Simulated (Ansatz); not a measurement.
```xyz
12

Si    0.0420    1.1642    0.5653
O     0.2087   -0.4708   -0.1456
Si   -0.8627   -1.7046   -0.5620
F    -1.5671    0.9631    0.5078
F     0.0439    2.5593   -0.2165
F     0.2007    1.2458    2.1377
H     1.2793   -0.1826   -0.2296
O     1.8010    0.9352    0.2547
H    -1.5977   -2.1160    0.6495
H     0.0007   -2.7967   -1.0656
H    -1.7673   -1.2148   -1.6216
H     2.2185    1.6180   -0.2741
```

A transition-state structure; geometry: PBE0-D4/def2-TZVP.

Level of theory: RKS PBE0-D4/def2-TZVPP (Ansatz 0.2.0).

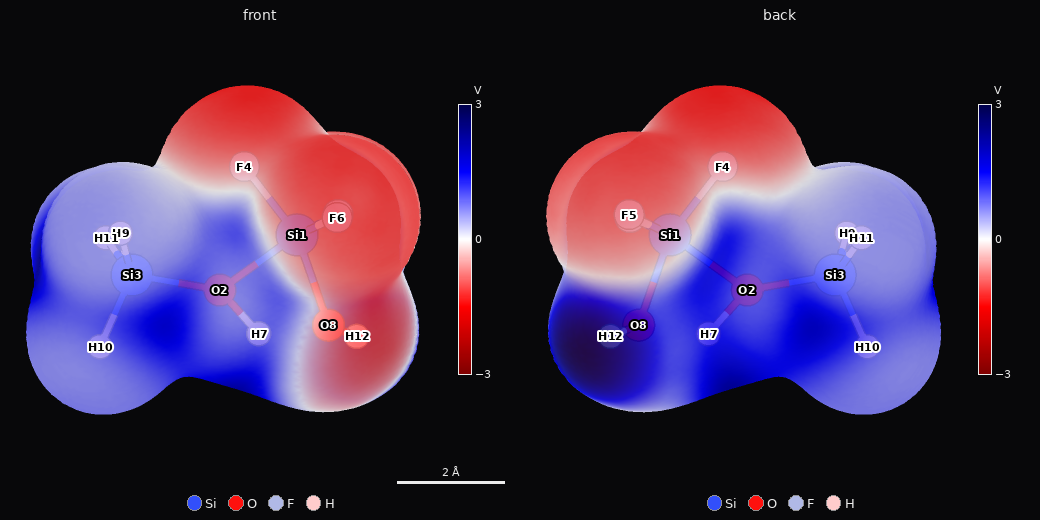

F3H5O2Si2. The electrostatic potential painted on the density surface at 0.002 e/bohr³, seen from the front and from behind; the colour scale runs from red (negative) to blue (positive).

> Describe the electrostatic potential map.

The most negative region (about −1.3 V) lies over F4, the most positive (about +2.8 V) over H12.
